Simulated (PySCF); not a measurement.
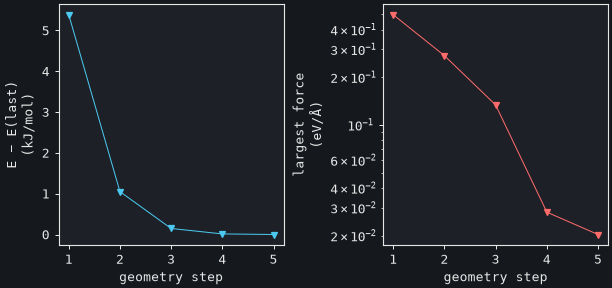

History of a geometry optimisation.

3-pyrroline (SMILES C1=CCNC1); PBE0-D3(BJ)/def2-SVP, geometry optimisation (PySCF 2.14.0, density fitting).

Question: How did it end, and what did it gain?

Answer: The optimisation met its thresholds at geometry 5, counting the start as the first. The energy fell by about 5.4 kJ/mol from the first step to the last. The largest force goes from about 0.5 eV/Å at the start to 0.02 eV/Å at the end.
